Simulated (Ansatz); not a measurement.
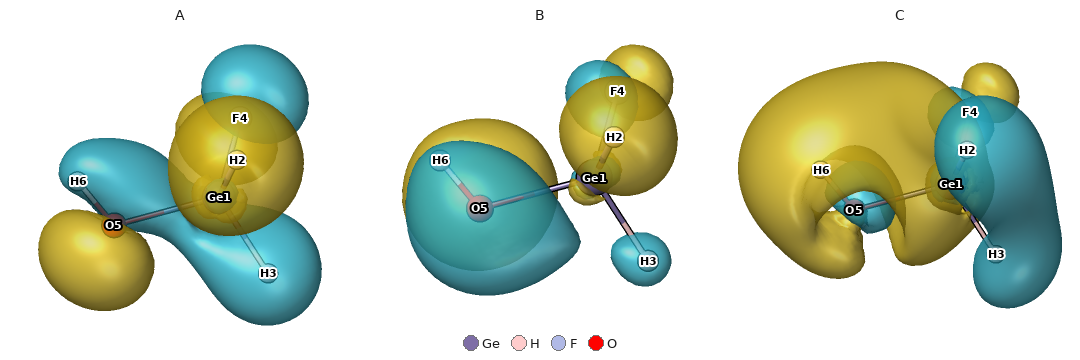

Figure. FGeH$_{3}$O. Three frontier orbitals at ±0.08 Å⁻³ᐟ² (yellow and cyan are the two phases), in no order.

The calculation used RKS PBE-D4/def2-SVP in Ansatz 0.2.0.

Input

```
crystal:
  periodic: [false, false, false]
  atoms:
    - { symbol: Ge, position_ang: [0.0, 0.0, 0.0] }
    - { symbol: H, position_ang: [0.0, 0.0, 1.55] }
    - { symbol: H, position_ang: [1.4616, 0.0, -0.5162] }
    - { symbol: F, position_ang: [-0.7913, 1.3709, -0.5594] }
    - { symbol: O, position_ang: [-0.8337, -1.4443, -0.5894] }
    - { symbol: H, position_ang: [-1.2883, -1.91, 0.183] }
basis:
  gaussian: { orbitals: def2-SVP }
hamiltonian:
  xc: pbe
  dispersion: d4
relax:
  f_tol: 0.02
  max_steps: 40
output:
  orbitals: {}
```

Command:

```sh
ansatz run input.yaml --threads 1 --pin off --max-ram 2048MiB --backend cpu --events-out ev --progress --plain --runs-dir out
```

The fields are those of the run's last geometry, not of the input's.

Order the three orbitals by energy and name them.

Answer. A is the HOMO−1 (−7.88 eV). Its weight (Hirshfeld) is mainly on F4 (about 30 %), O5 (about 30 %), Ge1 (about 15 %), H2 (about 15 %) and H3 (about 5 %). B is the HOMO (−7.30 eV). It lies mainly on O5 (about 75 %) and Ge1 (about 10 %); largely a lone pair of O5. C is the LUMO (−0.39 eV). It lies mainly on Ge1 (about 40 %), O5 (about 25 %), H6 (about 15 %), F4 (about 10 %) and H2 (about 10 %).

What is the HOMO–LUMO gap?

Answer. 6.91 eV between the orbital energies.
